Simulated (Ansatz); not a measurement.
## Electronic structure of C2H8BNOSi (SMILES N=CC([SiH3])BO) in real space

Input

```
crystal:
  periodic: [false, false, false]
  atoms:
    - { symbol: "N", position_ang: [-0.4474, -2.0946, 1.4625] }
    - { symbol: C, position_ang: [0.0427, -0.8953, 1.3144] }
    - { symbol: C, position_ang: [-0.3397, 0.0016, 0.1409] }
    - { symbol: Si, position_ang: [0.6122, -0.5921, -1.4076] }
    - { symbol: B, position_ang: [0.1385, 1.4974, 0.4206] }
    - { symbol: O, position_ang: [0.82621, 1.81881, 1.69] }
    - { symbol: H, position_ang: [-1.1632, -2.4003, 0.779] }
    - { symbol: H, position_ang: [0.8137, -0.5542, 2.0482] }
    - { symbol: H, position_ang: [-1.4022, 0.0019, 0.0371] }
    - { symbol: H, position_ang: [0.1785, 0.2735, -2.5056] }
    - { symbol: H, position_ang: [0.0932, -1.9761, -1.6764] }
    - { symbol: H, position_ang: [2.0156, -0.574, -1.1974] }
    - { symbol: H, position_ang: [0.00151, 2.3545, -0.32139] }
    - { symbol: H, position_ang: [0.11723, 2.05649, 2.31206] }
basis:
  gaussian: { orbitals: "6-31G" }
hamiltonian:
  xc: pbe
  dispersion: d4
relax:
  f_tol: 0.015
  max_steps: 40
output:
  orbitals: {}
```

Launched as:

```sh
ansatz run input.yaml --threads 1 --pin off --max-ram 2048MiB --backend cpu --events-out ev --progress --plain --runs-dir out
```

The fields are those of the relaxed geometry.

These are results of RKS PBE-D4/6-31G (Ansatz 0.2.0), not measurements.

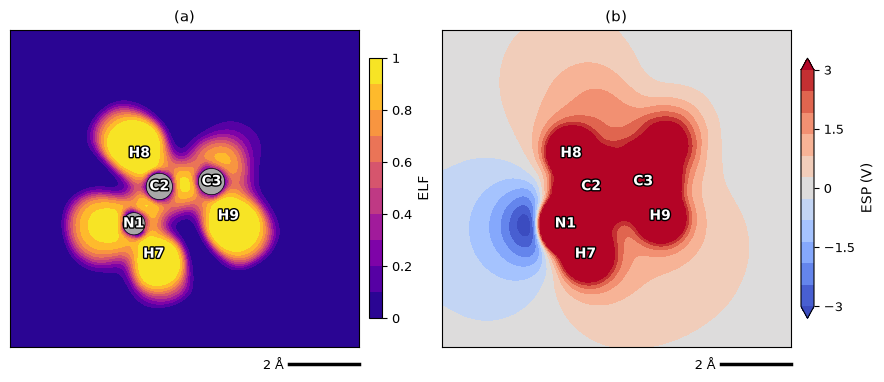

Figure 1. (a) electron localisation function; (b) electrostatic potential on the plane of atoms N1, C2 and C3. Grey discs cover the atomic cores in the ELF map.

### Describe what can be read from this map.

- The section cuts through N, C and H sites.
- C–N (1.30 Å): the ELF peaks at about 0.90 between the atoms: a covalent bond.
- C–C (1.50 Å): the ELF peaks at about 0.95 between the atoms, as expected for a covalent bond.
- N–H (1.04 Å): the ELF climbs to about 1 towards the hydrogen, as it does in any bond to H; an ordinary covalent bond to hydrogen.
- The ELF also peaks beside N1, away from the bonds: lone-pair regions.
- Outside the dense part of the molecule the potential is most negative (−3.3 V) near N1.

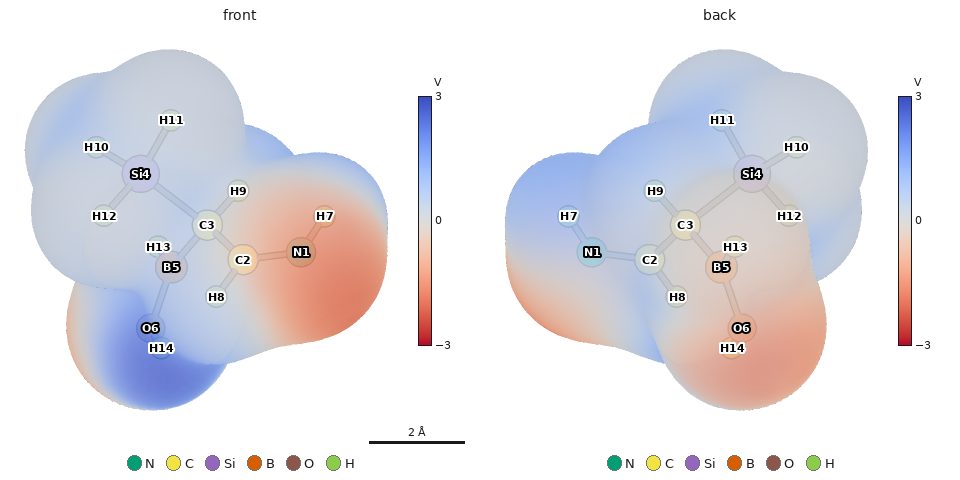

Figure 2. The electrostatic potential painted on the density surface at 0.001 e/bohr³, seen from the front and from behind; the colour scale runs from red (negative) to blue (positive).

### Where is the surface potential most negative and most positive?

The most negative region (about −1.8 V) lies over N1, the most positive (about +2.3 V) over H14. N1 is the likeliest acceptor of a hydrogen bond.

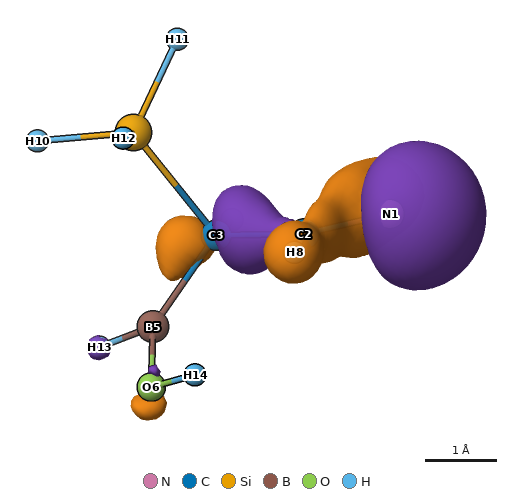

Figure 3. The HOMO at ±0.15 Å⁻³ᐟ² (orange and purple are the two phases), seen at a tilt.

### Describe this orbital and give its energy.

It lies mainly on N1 (about 70 %), C2 (about 10 %), C3 (about 5 %) and H7 (about 5 %); largely a lone pair of N1. Its energy is −5.68 eV.
